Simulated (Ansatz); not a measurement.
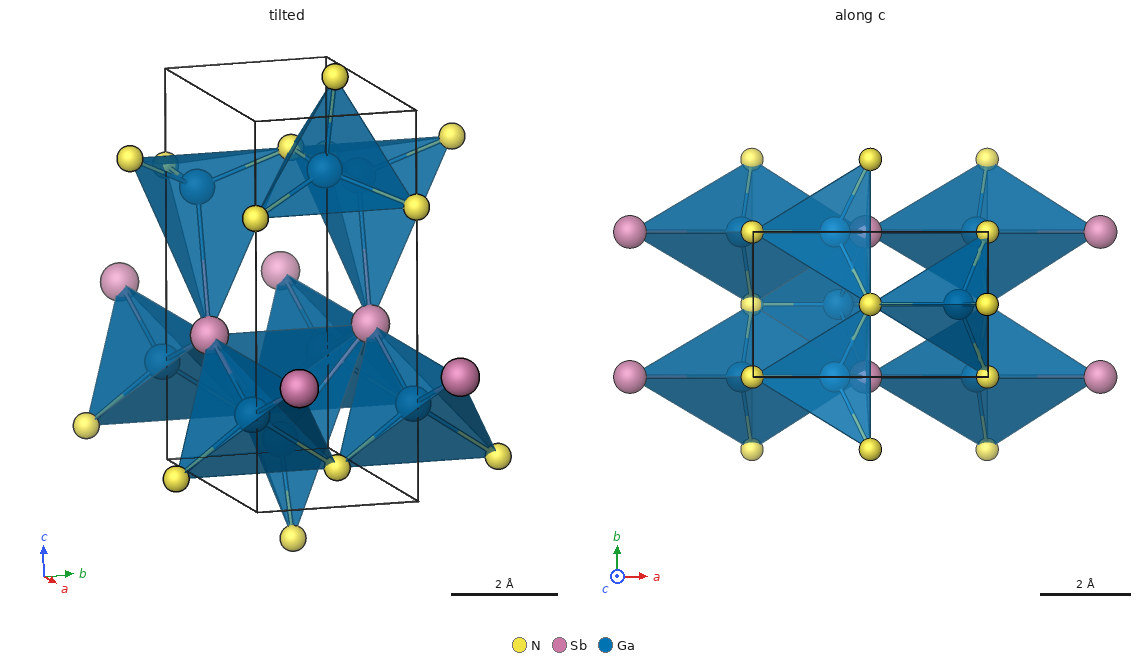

View slightly off an axis and along the c axis, drawn as a polyhedral model. The lines enclose the conventional unit cell; boundary atoms appear with their images. A few atoms beyond the faces are included.

Ga4SbN3, space group Pm (No. 6), a = 5.252 Å, b = 3.237 Å, c = 7.569 Å, α = 90.00°, β = 90.93°, γ = 90.00°. It goes back to a structure type filled with these elements by a generator (whether the compound takes this form wasn't checked). Earlier steps of the study, as a rule a relaxation of our own, may have changed the cell and positions, so they can lie some per cent off the listed ones. An electronic-structure calculation with Ansatz was run on it.

This one geometry was computed with Ansatz (DFT, plane waves, PAW) at three levels of theory: PBE, r2SCAN and PBE with spin-orbit coupling. It was relaxed beforehand with r2SCAN.

Which level gives the highest pressure at this volume, and what does that say about its equilibrium volume?

Highest: PBE (3.9 GPa) and PBE with spin-orbit coupling (3.9 GPa), which points to the largest equilibrium volume. Lowest, with the smallest volume: r2SCAN (-0.1 GPa). Levels within 0.5 GPa of each other can't be told apart.

How does the band gap change with the level of theory?

All levels give a metal, though semilocal functionals underestimate gaps and can close a small one.

Collect the results in a table.

| level | cutoff (eV) | k-mesh of the run's cell | gap (eV) | pressure (GPa) |
| --- | --- | --- | --- | --- |
| PBE | 420 | 6×8×4 | metal | 3.9 |
| r2SCAN | 500 | 6×8×4 | metal | -0.1 |
| PBE with spin-orbit coupling | 420 | 6×8×4 | metal | 3.9 |

Gaps are taken on the k-mesh or band path of each run.
